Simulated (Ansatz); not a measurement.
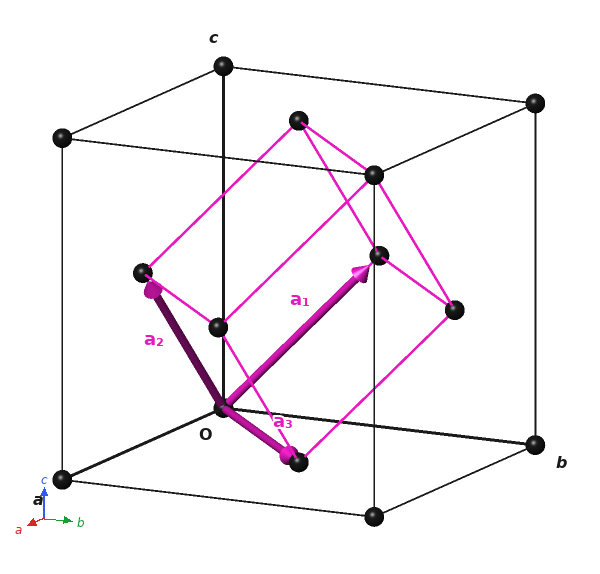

The conventional cell (thin) and a primitive cell (coloured, vectors a₁, a₂, a₃), with the lattice points alone. Crystal: CaF7, the geometry relaxed with Ansatz 0.2.0, DFT PBE, scalar-relativistic, plane waves, PAW; the starting structure was generated, so it need not be a known form of this composition. Symmetry computed with spglib at a tolerance of 0.002 Å; standard conventional cell.

a = 7.098 Å, b = 7.098 Å, c = 7.098 Å, α = 90.00°, β = 90.00°, γ = 90.00°.

What is the centring, and how are the primitive vectors built?

F, face-centred cubic, with lattice points at (0, 0, 0), (1/2, 1/2, 0), (1/2, 0, 1/2), (0, 1/2, 1/2). a₁ = 1/2 b + 1/2 c; a₂ = 1/2 a + 1/2 c; a₃ = 1/2 a + 1/2 b.

Give the primitive cell's size and content.

Edges 5.019, 5.019, 5.019 Å; angles 60.00°, 60.00°, 60.00°; volume 89.42 Å³, 1/4 of the conventional cell; 8 of its 32 atoms.
